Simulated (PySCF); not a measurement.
C4H11NOSi

Input

```
{"job": {"kind": "uv", "xc": "PBE0", "basis": "def2-SVPD", "nstates": 8, "ntriplets": 3}, "charge": 0, "multiplicity": 1}
C     -3.179624     0.399903     0.762542
C     -2.199616     0.513591    -0.115963
C     -0.856305     1.069224     0.172462
Si     0.436210    -0.317215     0.241605
N      0.448435    -1.125052    -1.286304
O      1.842342     0.459945     0.472405
C      3.122482    -0.088735     0.505875
H     -3.066593     0.740599     1.778746
H     -4.133780    -0.029380     0.507467
H     -2.344804     0.162956    -1.130132
H     -0.869919     1.602153     1.121204
H     -0.577291     1.778021    -0.606636
H      0.185196    -1.227724     1.373706
H      1.197081    -1.765354    -1.498939
H     -0.417737    -1.484637    -1.651261
H      3.821666     0.699277     0.788333
H      3.400758    -0.480070    -0.475684
H      3.182740    -0.901186     1.234639
```

Run with:

```sh
OMP_NUM_THREADS=1 python probes_run.py task.json out
```

Geometry: GFN2-xTB.

Computed with PBE0/def2-SVPD, SCF density, gas phase in PySCF.

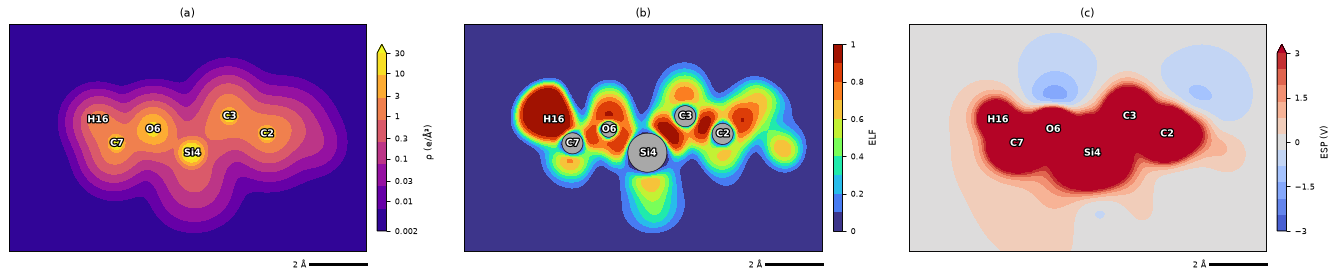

Figure 1. (a) total electron density; (b) ELF; (c) electrostatic potential on the plane of atoms O6, C7 and H16. Grey discs cover the atomic cores in the ELF map.

### Describe what can be read from this map.

- The plane passes through C, Si, O and H nuclei.
- C–O (1.39 Å): ρ at the midpoint is about 2.1 e/Å³, with its minimum of 1.7 e/Å³ about 0.5 Å from C; the ELF peaks at about 0.90 between the atoms (a shared but strongly polarised pair).
- Si–O (1.62 Å): the density is about 1.2 e/Å³ at the midpoint; the ELF peaks at about 0.85 between the atoms, as expected for a polar covalent bond.
- C–Si (1.90 Å): ρ at the midpoint is about 0.95 e/Å³; the ELF peaks at about 0.95 between the atoms; a shared electron pair.
- C–C (1.48 Å): ρ at the midpoint is about 1.8 e/Å³; the ELF peaks at about 0.95 between the atoms, as expected for a covalent bond.
- The ELF also peaks beside O6, away from the bonds: lone-pair regions.
- Outside the dense part of the molecule the potential is most negative (−1.7 V) near O6.

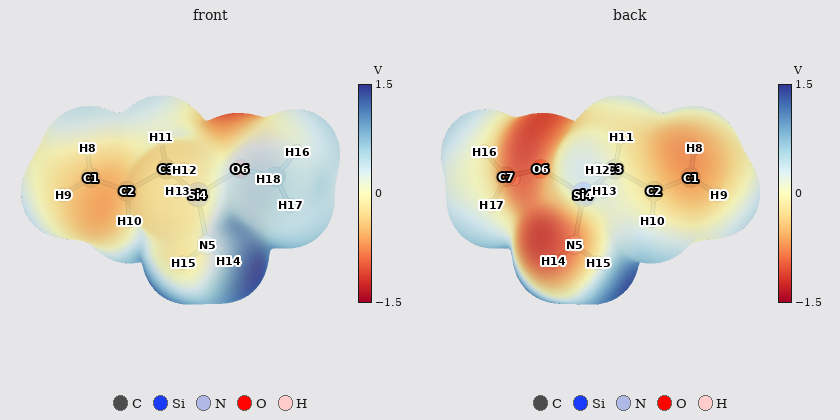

Figure 2. The molecular electrostatic potential painted on the density surface at 0.001 e/bohr³, seen from the front and from behind; red is negative and blue positive.

### Which sites attract a positive test charge, and which a negative one?

A positive charge is drawn to the negative regions and a negative charge to the positive ones. The most negative region (about −1.1 V, or −25 kcal/mol for a unit charge) lies over N5 and O6, the most positive (about +1.4 V, or +32 kcal/mol for a unit charge) over H14 and H15.

### How polar is the molecule by this calculation?

Its dipole moment is 1.75 D.
